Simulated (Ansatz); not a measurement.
## Electronic structure of CH₂BFIn (SMILES FB[CH][In]) (doublet) in real space

Input file:

```
basis:
  gaussian:
    orbitals: def2-TZVPD
crystal:
  periodic: [false, false, false]
  atoms:
    - {symbol: C, position_ang: [-0.670797, -0.472616, 0.415915]}
    - {symbol: B, position_ang: [-2.019455, 0.182568, 0.398998]}
    - {symbol: F, position_ang: [-3.124710, -0.616999, 0.326652]}
    - {symbol: In, position_ang: [-0.995082, -2.537163, 1.255399]}
    - {symbol: H, position_ang: [0.277549, -0.113323, -0.000447]}
    - {symbol: H, position_ang: [-2.230181, 1.357869, 0.627250]}
output: {forces: true, orbitals: {seedname: orbitals}}
magnetization:
  spin_polarized: true
  initial_magnetization: 1
hamiltonian:
  xc: pbe0
```

Launched as:

```sh
ansatz run input.yaml --threads 1 --pin off --max-ram 2610MiB --events-out events.jsonl --progress --plain --runs-dir runs
```

Geometry: r2SCAN-D4/def2-SVP; core potentials replace the inner electrons of In.

The calculation used isolated molecule in a Gaussian basis; Kohn-Sham density functional theory, functional PBE0 in Ansatz 0.2.0.

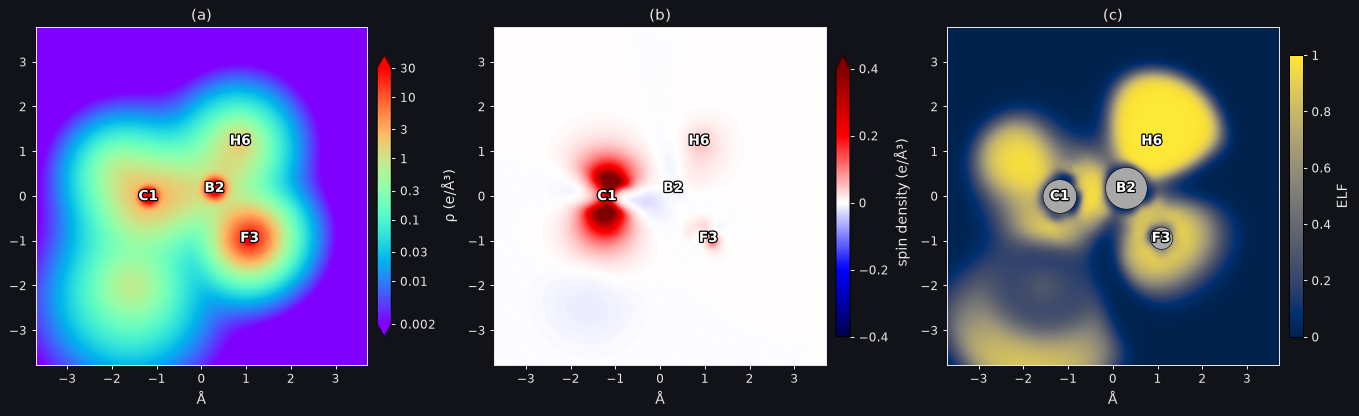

Figure 1. (a) electron density; (b) spin density; (c) ELF on the plane of atoms C1, B2 and F3. Grey discs cover the atomic cores in the ELF map.

What does the map show?

Answer. The section cuts through C, B, F and H sites.
B–F (1.37 Å): the density is about 2 e/Å³ at the midpoint; the ELF peaks at about 0.85 between the atoms: a polar covalent bond.
C–B (1.50 Å): ρ at the midpoint is about 1.6 e/Å³; the ELF peaks at about 0.95 between the atoms: a covalent bond.
B–H (1.22 Å): ρ at the midpoint is about 1.2 e/Å³; the ELF climbs to about 1 towards the hydrogen, as it does in any bond to H (a covalent bond by its length).
The ELF also peaks beside F3, away from the bonds: non-bonding electrons, paired or unpaired.
The unpaired spin (1 electron) lies mostly on C1 (about 0.6), In4 (about 0.2) and B2 (about 0.1), in electrons by Hirshfeld's partition.

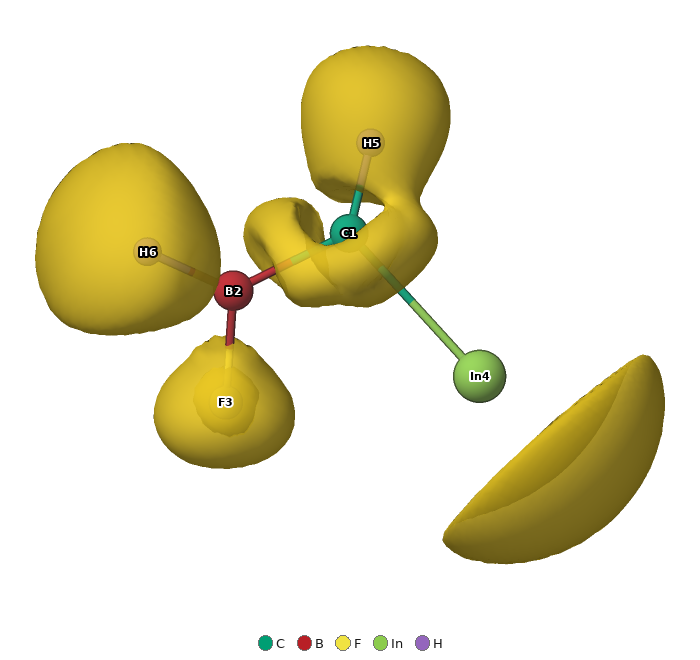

Figure 2. Isosurface of the ELF at 0.75 (yellow), seen across its widest extent. Core shells and regions of very low density are left out.

Identify the bonds, lone pairs and shells in this picture.

Answer. At this value the surface marks out two regions around hydrogen nuclei, one region on F in which the atom's valence shell and bonds are merged and one lobe on In, pointing away from the bonds (non-bonding electrons).

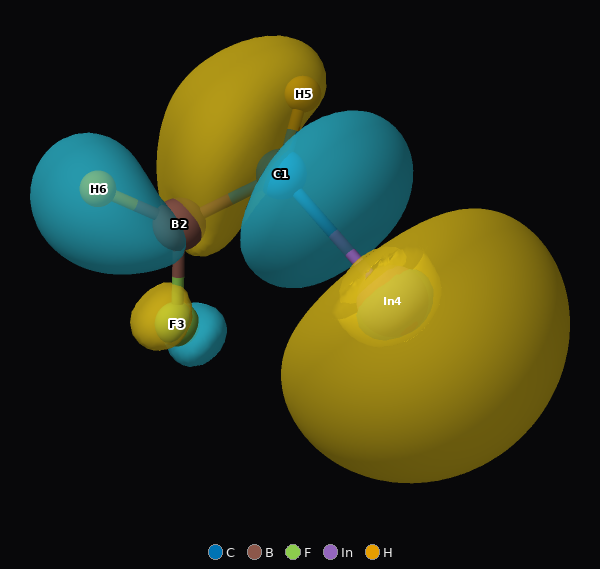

Figure 3. The HOMO (α) at ±0.06 Å⁻³ᐟ² (yellow and cyan are the two phases), seen across its widest extent.

Describe this orbital and give its energy.

Answer. Its weight (Hirshfeld) is mainly on In4 (about 55 %), C1 (about 30 %) and B2 (about 5 %). Its energy is −6.23 eV.
